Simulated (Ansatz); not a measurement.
# Run report: C$_{2}$H$_{8}$BFSi, molecular dynamics (part 5 of 5)

C$_{2}$H$_{8}$BFSi; UKS PBE/STO-3G (Ansatz 0.2.0). It belongs to a series of runs on one base structure; here: dynamics from the last frame of an earlier run.

Geometry of the input (Å):
```
B  -0.5462  1.4682  1.6992
C  -0.7941  0.9372  0.2791
Si 0.5277  -0.4098  0.1353
C  0.4970  -1.4013  -1.5750
F  0.7016  -0.6022  -2.7175
H  0.4089  2.1541  1.9027
H  -1.2051  1.0968  2.6107
H  -0.5332  1.6553  -0.5554
H  -1.7541  0.4510  0.1192
H  1.8635  0.1368  0.4655
H  0.2210  -1.4956  1.0581
H  -0.4863  -2.0381  -1.7243
H  1.3120  -2.2065  -1.4132
```

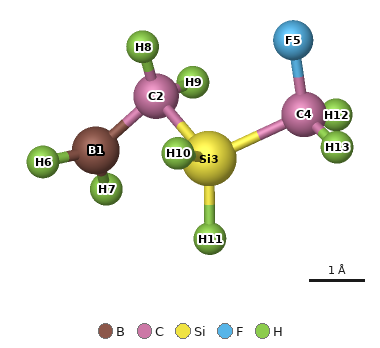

Figure 1. The geometry at step 164 of the log (ball-and-stick view, seen at a tilt; atoms are numbered from 1 in the order of the input).

Trajectory as extended XYZ, continued:
```
13
Properties=species:S:1:pos:R:3:forces:R:3 step=145 time_fs=72.5 energy=-13298.11411 temperature=263.7
B    -0.5226    1.3378    1.3828   -2.5862  -0.4281   1.0145
C    -0.4576    1.0295   -0.0962   -1.0736  -0.3649  -0.4506
Si    0.5229   -0.5822   -0.0326   -0.7364  -1.3954   0.8158
C     0.1194   -1.4407   -1.6712   -0.8190  -0.3706   0.0709
F     0.5105   -0.5624   -2.6737    0.2226   1.0109  -1.6442
H     0.3395    1.8674    1.9169    0.9566   0.5263   0.5527
H    -1.5174    1.0094    2.0593    1.4702   0.2430  -0.8848
H     0.0331    1.7644   -0.7446    0.4792  -0.0353  -0.1327
H    -1.4022    0.6927   -0.5773    0.0250   0.4948   0.2423
H     1.9003   -0.3192   -0.0072    1.4336   0.2509   0.1806
H     0.1614   -1.5323    1.0524    0.1024   0.6968  -0.2372
H    -1.0213   -1.6183   -1.7307    1.0332  -0.3386   0.0217
H     0.6977   -2.3944   -1.8345   -0.5076  -0.2899   0.4510
13
Properties=species:S:1:pos:R:3:forces:R:3 step=148 time_fs=74.0 energy=-13298.12361 temperature=283.6
B    -0.5223    1.3325    1.3794   -1.6253   0.1289   0.5194
C    -0.4495    1.0358   -0.1014   -2.2714  -1.3924  -0.1152
Si    0.5121   -0.5866   -0.0301    0.0261  -1.1134   0.2715
C     0.1183   -1.4434   -1.6839    0.1233  -1.1353   0.1070
F     0.5062   -0.5605   -2.6801    0.4139   0.9709  -1.6459
H     0.3211    1.8691    1.9440    0.9411   0.4360   0.3713
H    -1.4845    1.0344    2.0265    0.4609  -0.1990  -0.2815
H     0.0336    1.7432   -0.7432    1.0045   0.6980  -0.7519
H    -1.4115    0.6864   -0.5966    0.7072   0.7800   0.6276
H     1.9085   -0.3392   -0.0015    0.9682   0.2111   0.1188
H     0.1946   -1.5289    1.0425   -0.1695   0.3697   0.1477
H    -1.0064   -1.6078   -1.7730    0.5496  -0.5585   0.1477
H     0.7219   -2.4325   -1.8324   -1.1286   0.8040   0.4836
13
Properties=species:S:1:pos:R:3:forces:R:3 step=151 time_fs=75.5 energy=-13298.10336 temperature=267.9
B    -0.5262    1.3275    1.3772    0.6968   1.1837  -0.0985
C    -0.4456    1.0393   -0.1074   -2.0765  -1.2390  -0.0049
Si    0.5009   -0.5919   -0.0274    1.1410  -0.6344  -0.3688
C     0.1162   -1.4481   -1.6950    1.0951  -1.1698   0.2637
F     0.5026   -0.5582   -2.6887    0.5764   0.8256  -1.5359
H     0.3251    1.8795    1.9763    0.2808  -0.0429  -0.2010
H    -1.4404    1.0500    1.9884   -1.2112  -0.7707   0.7638
H     0.0548    1.7354   -0.7546    0.9129   0.5954  -0.6183
H    -1.4050    0.6965   -0.6020    0.5924   0.7472   0.5438
H     1.9321   -0.3521    0.0060    0.0924   0.1050   0.0411
H     0.2239   -1.5173    1.0341   -0.4312  -0.0776   0.6388
H    -0.9786   -1.6035   -1.8122   -0.4158  -0.7663   0.2166
H     0.7227   -2.4567   -1.8194   -1.2532   1.2439   0.3597
13
Properties=species:S:1:pos:R:3:forces:R:3 step=155 time_fs=77.5 energy=-13298.09848 temperature=253.7
B    -0.5290    1.3248    1.3736    1.9643   1.7670  -0.1330
C    -0.4458    1.0398   -0.1161    0.0181   0.2763  -0.1350
Si    0.4871   -0.6009   -0.0253    2.1095  -0.1722  -0.9733
C     0.1156   -1.4581   -1.7075    1.1777  -0.0833   0.5054
F     0.4976   -0.5541   -2.7028    0.6855   0.5114  -1.2362
H     0.3341    1.8845    2.0103   -0.3233  -0.4565  -0.7144
H    -1.4299    1.0431    1.9667   -1.8537  -0.9612   1.1343
H     0.1043    1.7413   -0.7862    0.0312  -0.4350   0.4062
H    -1.3802    0.7324   -0.5913   -0.6014   0.2957  -0.1599
H     1.9570   -0.3656    0.0094   -0.7714   0.0165  -0.0416
H     0.2541   -1.4993    1.0423   -0.6381  -0.4812   1.0299
H    -0.9519   -1.6208   -1.8564   -1.2778  -0.8061   0.2762
H     0.6861   -2.4479   -1.7937   -0.5206   0.5286   0.0415
13
Properties=species:S:1:pos:R:3:forces:R:3 step=158 time_fs=79.0 energy=-13298.17898 temperature=262.0
B    -0.5259    1.3261    1.3716    0.8286   1.2668   0.5449
C    -0.4454    1.0392   -0.1225    1.0637   0.9362  -0.0292
Si    0.4794   -0.6081   -0.0247    2.0273  -0.3302  -0.8127
C     0.1170   -1.4657   -1.7136   -0.3183   1.2950   0.4864
F     0.4938   -0.5509   -2.7147    0.6163   0.1504  -0.8831
H     0.3361    1.8746    2.0216   -0.3544  -0.4449  -0.7315
H    -1.4606    1.0147    1.9750   -0.6468  -0.5105   0.3527
H     0.1383    1.7354   -0.8041   -0.4202  -0.8164   0.8244
H    -1.3787    0.7653   -0.5810   -1.1468   0.0493  -0.5394
H     1.9526   -0.3721    0.0077   -0.8369   0.0299  -0.0754
H     0.2706   -1.5001    1.0710   -0.6225  -0.2832   0.7074
H    -0.9587   -1.6564   -1.8762   -0.7257  -0.5038   0.3860
H     0.6485   -2.4232   -1.7706    0.5357  -0.8387  -0.2306
13
Properties=species:S:1:pos:R:3:forces:R:3 step=161 time_fs=80.5 energy=-13298.21842 temperature=287.2
B    -0.5200    1.3320    1.3730   -0.9282   0.2611   0.8673
C    -0.4415    1.0382   -0.1293    0.6464   0.8603   0.1842
Si    0.4746   -0.6155   -0.0249    1.2448  -0.7168  -0.3415
C     0.1176   -1.4710   -1.7184   -1.6337   2.0130   0.3268
F     0.4910   -0.5473   -2.7265    0.4612  -0.2674  -0.4781
H     0.3322    1.8554    2.0185    0.0029  -0.1540  -0.3945
H    -1.5037    0.9747    1.9944    0.8195   0.1206  -0.5390
H     0.1591    1.7150   -0.8085   -0.4166  -0.6532   0.7326
H    -1.3999    0.8017   -0.5804   -0.6748   0.0435  -0.4015
H     1.9236   -0.3753    0.0030   -0.3213   0.1074  -0.0759
H     0.2735   -1.5021    1.1143   -0.5202   0.1222   0.0750
H    -0.9749   -1.6996   -1.8855    0.0985  -0.0926   0.4640
H     0.6262   -2.4149   -1.7492    1.2214  -1.6442  -0.4194
13
Properties=species:S:1:pos:R:3:forces:R:3 step=164 time_fs=82.0 energy=-13298.18865 temperature=232.8
B    -0.5155    1.3400    1.3771   -2.0577  -0.6587   0.5342
C    -0.4355    1.0398   -0.1351   -0.6690   0.3273   0.5157
Si    0.4717   -0.6235   -0.0261    0.3284  -1.0190   0.2191
C     0.1159   -1.4725   -1.7221   -1.6549   1.2412   0.1249
F     0.4895   -0.5435   -2.7368    0.2754  -0.6208  -0.1139
H     0.3319    1.8329    2.0088    0.4636   0.2068   0.0696
H    -1.5301    0.9372    2.0037    1.5898   0.5747  -0.9488
H     0.1736    1.6837   -0.8047   -0.0954  -0.1282   0.3034
H    -1.4337    0.8396   -0.5848    0.3776   0.1153  -0.0160
H     1.8945   -0.3756   -0.0013    0.2763   0.1866  -0.0713
H     0.2692   -1.5057    1.1578   -0.3986   0.5022  -0.5684
H    -0.9821   -1.7440   -1.8897    0.5350   0.2491   0.4550
H     0.6309   -2.4318   -1.7336    1.0292  -0.9765  -0.5035
13
Properties=species:S:1:pos:R:3:forces:R:3 step=167 time_fs=83.5 energy=-13298.14069 temperature=203.6
B    -0.5130    1.3465    1.3814   -2.1873  -1.1451   0.0339
C    -0.4302    1.0409   -0.1390   -1.8396  -0.1515   0.9372
Si    0.4695   -0.6316   -0.0273   -0.3772  -1.0437   0.5465
C     0.1130   -1.4713   -1.7242   -0.7004  -0.1755  -0.0659
F     0.4892   -0.5392   -2.7475    0.0566  -0.9313   0.2472
H     0.3474    1.8137    1.9959    0.6309   0.3876   0.3358
H    -1.5253    0.9094    1.9980    1.6596   0.7804  -0.9171
H     0.1843    1.6542   -0.7976    0.3190   0.4241  -0.1859
H    -1.4598    0.8754   -0.5892    1.1525   0.0909   0.2462
H     1.8715   -0.3658   -0.0097    0.7371   0.2176  -0.0428
H     0.2569   -1.5018    1.1879   -0.2868   0.6633  -0.9408
H    -0.9762   -1.7802   -1.8847    0.5252   0.4318   0.3410
H     0.6576   -2.4641   -1.7261    0.3104   0.4514  -0.5352
13
Properties=species:S:1:pos:R:3:forces:R:3 step=170 time_fs=85.0 energy=-13298.17118 temperature=226.8
B    -0.5149    1.3497    1.3842   -0.9679  -0.9303  -0.3376
C    -0.4277    1.0425   -0.1400   -1.9118  -0.2381   1.2272
Si    0.4675   -0.6401   -0.0296   -0.7503  -0.7413   0.5778
C     0.1078   -1.4695   -1.7253    0.6496  -0.9667  -0.2241
F     0.4898   -0.5373   -2.7583   -0.1963  -1.1265   0.5459
H     0.3784    1.8012    1.9903    0.2052   0.2401   0.1742
H    -1.4901    0.8982    1.9753    0.9803   0.6394  -0.4516
H     0.2038    1.6320   -0.7931    0.4346   0.6534  -0.3422
H    -1.4616    0.9129   -0.5848    1.1104  -0.0622   0.1435
H     1.8578   -0.3490   -0.0201    0.9235   0.1840  -0.0047
H     0.2375   -1.4887    1.1951   -0.2058   0.5744  -0.9569
H    -0.9556   -1.8109   -1.8701   -0.0166   0.4214   0.1294
H     0.6918   -2.4810   -1.7314   -0.2550   1.3522  -0.4808
13
Properties=species:S:1:pos:R:3:forces:R:3 step=174 time_fs=87.0 energy=-13298.20452 temperature=227.7
B    -0.5188    1.3534    1.3841    1.8619   0.0416  -0.9366
C    -0.4285    1.0458   -0.1374   -0.2526   0.2865   1.0921
Si    0.4637   -0.6506   -0.0330   -0.1870   0.1430   0.2299
C     0.1031   -1.4683   -1.7275    2.1068  -0.6508  -0.3747
F     0.4919   -0.5386   -2.7714   -0.4734  -1.1421   0.7584
H     0.4218    1.7903    1.9968   -0.6495  -0.0786  -0.2964
H    -1.4191    0.9011    1.9335   -0.9018  -0.0938   0.7202
H     0.2403    1.6203   -0.7991   -0.0907   0.3057   0.1533
H    -1.4333    0.9547   -0.5727    0.0004  -0.3049  -0.3989
H     1.8717   -0.3188   -0.0379    0.2440  -0.0751   0.0610
H     0.2097   -1.4600    1.1815   -0.1718   0.1839  -0.5519
H    -0.9214   -1.8356   -1.8512   -1.0896   0.1483  -0.1431
H     0.7268   -2.4536   -1.7556   -0.3968   1.2363  -0.3132
13
Properties=species:S:1:pos:R:3:forces:R:3 step=177 time_fs=88.5 energy=-13298.14384 temperature=198.1
B    -0.5182    1.3586    1.3799    3.0711   0.4490  -1.1941
C    -0.4306    1.0495   -0.1332    1.0013   0.5519   0.8699
Si    0.4600   -0.6580   -0.0351    0.5222   1.0152  -0.2890
C     0.1034   -1.4680   -1.7312    1.6441   0.1104  -0.4814
F     0.4929   -0.5413   -2.7799   -0.6125  -1.0074   0.7752
H     0.4390    1.7800    1.9961   -0.8739  -0.1100  -0.4215
H    -1.3839    0.9019    1.9144   -1.8899  -0.5190   1.3389
H     0.2610    1.6182   -0.7985   -0.4125   0.0822   0.4439
H    -1.4121    0.9799   -0.5707   -0.8508  -0.4286  -0.7662
H     1.8933   -0.2954   -0.0479   -0.4814  -0.3372   0.1205
H     0.1850   -1.4361    1.1588   -0.2106  -0.2500   0.0064
H    -0.9205   -1.8506   -1.8430   -0.9416   0.1869  -0.1885
H     0.7382   -2.4027   -1.7790    0.0345   0.2565  -0.2141
13
Properties=species:S:1:pos:R:3:forces:R:3 step=180 time_fs=90.0 energy=-13298.14831 temperature=211.6
B    -0.5112    1.3658    1.3728    2.0114  -0.1379  -0.6888
C    -0.4315    1.0552   -0.1267    0.9522   0.4615   0.2516
Si    0.4570   -0.6647   -0.0374    1.0302   1.8331  -0.8696
C     0.1064   -1.4664   -1.7365    0.2385   1.0440  -0.4858
F     0.4935   -0.5457   -2.7861   -0.6915  -0.7178   0.6433
H     0.4338    1.7688    1.9824   -0.4610   0.1205  -0.1740
H    -1.3828    0.8880    1.9220   -1.2979  -0.1702   0.9662
H     0.2660    1.6187   -0.7930   -0.4150   0.0633   0.4727
H    -1.4114    0.9976   -0.5822   -0.6771  -0.4516  -0.6119
H     1.9084   -0.2788   -0.0556   -0.9464  -0.5339   0.1824
H     0.1576   -1.4166    1.1320   -0.2900  -0.6985   0.6328
H    -0.9367   -1.8573   -1.8380   -0.1834   0.3468  -0.1627
H     0.7494   -2.3423   -1.8055    0.7299  -1.1594  -0.1562
13
Properties=species:S:1:pos:R:3:forces:R:3 step=183 time_fs=91.5 energy=-13298.15142 temperature=227.5
B    -0.4987    1.3723    1.3638   -0.2270  -1.1576   0.1625
C    -0.4318    1.0622   -0.1202    0.0823   0.1659  -0.6407
Si    0.4542   -0.6692   -0.0399    0.9541   2.2017  -1.1061
C     0.1109   -1.4621   -1.7425   -0.6223   1.1819  -0.4984
F     0.4927   -0.5510   -2.7922   -0.7241  -0.3256   0.4320
H     0.4153    1.7643    1.9647    0.3580   0.4785   0.2836
H    -1.4017    0.8704    1.9497   -0.0036   0.5243   0.1024
H     0.2645    1.6239   -0.7810   -0.2650   0.1331   0.3288
H    -1.4246    1.0019   -0.6072    0.1911  -0.3750  -0.0660
H     1.8974   -0.2728   -0.0589   -0.8235  -0.5667   0.2369
H     0.1256   -1.4123    1.1118   -0.3145  -0.9036   0.9261
H    -0.9550   -1.8542   -1.8381    0.5723   0.4082  -0.1303
H     0.7809   -2.2999   -1.8369    0.8222  -1.7651  -0.0308
```
